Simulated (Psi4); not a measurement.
# TD-wB97X/def2-SVP (save jk yes, sweep point 6) run of C2H4Si (ethynylsilane)

We compute the vertical excitations of C2H4Si (ethynylsilane). 

The results are computed with Psi4 1.11.

3 further runs of the same task are left out: 3 set aside as unsound or not needed.

### Step 1. Starting point

The species is C2H4Si (7 atoms), meant as a singlet with charge 0. As SMILES, `C#C[SiH3]`. Geometry: relaxed at PBE0-D4/def2-TZVP.

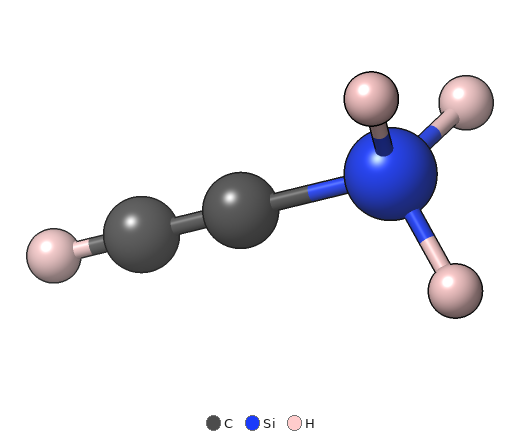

The structure, seen from a chosen angle (carbon dark grey, silicon blue, hydrogen pink).

### Step 2. The vertical excitations at TD-wB97X/def2-SVP (save jk yes, sweep point 6)

Input file job.dat:

```
memory 1600 mb

molecule molecule1 {
  C     -1.09736396    -3.53643347     0.32541084
  C     -0.41290516    -1.37288603     0.11791891
  Si     0.62323168     1.89785195    -0.19615357
  H     -1.70264324    -5.44902528     0.50890325
  H     -0.17857912     2.88806844    -2.69285973
  H     -0.53233585     3.43571107     1.84229400
  H      3.41643586     2.00858990     0.00831479
  units bohr
  symmetry c1
}

set {
  basis def2-SVP
  reference rks
  puream true
  scf_type pk
  dft_radial_points 99
  dft_spherical_points 590
  save_jk true
}

from psi4.driver.procrouting.response.scf_response import tdscf_excitations
result, w = energy("wb97x", return_wfn=True)
states = tdscf_excitations(w, states=12, tda=False)
```

The run is started by

```bash
$ psi4 -i job.dat -o job.out -n 1
```

job.out:

```text
[...]
  Running in c1 symmetry.
[...]
  Nuclear repulsion =   83.047890723121355
[...]
  Multiplicity = 1
[...]
  Nalpha       = 15
  Nbeta        = 15
[...]
    Number of basis functions: 66
[...]
   @RKS iter   1:  -367.77547616059701   -8.05635e-01   5.32410e-03 DIIS/ADIIS
[...]
   @RKS iter   7:  -367.85411293714850   -3.00830e-07   9.80681e-07 DIIS
[...]
    Orbital Energies [Eh]
    ---------------------
    Doubly Occupied:
       1A    -66.127457     2A    -10.285606     3A    -10.266063
       4A     -5.397087     5A     -3.757126     6A     -3.755835
       7A     -3.755835     8A     -0.872556     9A     -0.706124
      10A     -0.640498    11A     -0.509319    12A     -0.469035
      13A     -0.469018    14A     -0.392200    15A     -0.392196
[...]
  @RKS Final Energy:  -367.85411293714850
   => Energetics <=
    Nuclear Repulsion Energy =             83.0478907231213554
    One-Electron Energy =                -669.9954155634634390
    Two-Electron Energy =                 243.1946842871596743
    DFT Exchange-Correlation Energy =     -24.1012723839661120
    Empirical Dispersion Energy =           0.0000000000000000
    VV10 Nonlocal Energy =                  0.0000000000000000
    Total Energy =                       -367.8541129371484999
[...]
 Multipole Moments:
 ------------------------------------------------------------------------------------
     Multipole            Electronic (a.u.)      Nuclear  (a.u.)        Total (a.u.)
 ------------------------------------------------------------------------------------
 L = 1.  Multiply by 2.5417464519 to convert [e a0] to [Debye]
 Dipole X            :         -0.5446026            0.4931733           -0.0514293
 Dipole Y            :         -1.7190670            1.5559807           -0.1630864
 Dipole Z            :          0.1653822           -0.1496803            0.0157019
 Magnitude           :                                                    0.1717227
[...]
**********                               WARNING                                **********
**********       The names of excited state variables changed between 1.5       **********
[...]
**********                               WARNING                                **********
**********  Length-gauge rotatory strengths are **NOT** gauge-origin invariant  **********
[...]
                                    Excitation Energy         Total Energy        Oscillator Strength             Rotatory Strength
[...]
Excited State    1 (1 A):   0.22739 au   200.37 nm f = 0.0000
[...]
Excited State    9 (1 A):   0.36239 au   125.73 nm f = 0.0468
[...]
Excited State   10 (1 A):   0.37771 au   120.63 nm f = 0.0000
[...]
Excited State   11 (1 A):   0.37772 au   120.63 nm f = 0.0000
[...]
Excited State   12 (1 A):   0.38213 au   119.23 nm f = 0.0353
[...]
**********                               WARNING                                **********
**********       The names of excited state variables changed between 1.5       **********
[...]
```

It took 55 s on 1 thread of AMD EPYC 9B45 (Zen 5), shared host; peak memory 0.91 GiB.

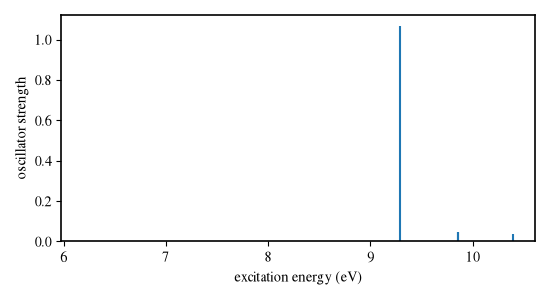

Vertical excitations as sticks.

The roots found:

```
excited state  energy (eV)  strength  label
            1        6.188    0.0000    A 1
            2        6.491    0.0020    A 1
            3        6.491    0.0020    A 1
            4        9.084    0.0014    A 1
            5        9.084    0.0014    A 1
            6        9.285    1.0680    A 1
            7        9.387    0.0000    A 1
            8        9.861    0.0468    A 1
            9        9.861    0.0468    A 1
           10       10.278    0.0000    A 1
           11       10.278    0.0000    A 1
           12       10.398    0.0353    A 1
```

### Step 3. Outcome

Level: TD-wB97X/def2-SVP (save jk yes, sweep point 6).

```
                                quantity          value
       ground-state or mean-field energy  -367.85411 Eh
 dipole moment (wB97X Kohn–Sham density)         0.44 D
  HOMO energy (wB97X Kohn–Sham orbitals)      -10.67 eV
  LUMO energy (wB97X Kohn–Sham orbitals)        2.32 eV
HOMO–LUMO gap (wB97X Kohn–Sham orbitals)       12.99 eV
                lowest excitation energy        6.19 eV
```

**Reading.** The brightest of the 12 transitions from the ground state lies at 9.28 eV (134 nm, f = 1.068); the lowest, at 6.19 eV, has f = 0.000. The basis has no diffuse functions, so Rydberg states are missing or pushed up, and the true lowest state may lie lower.
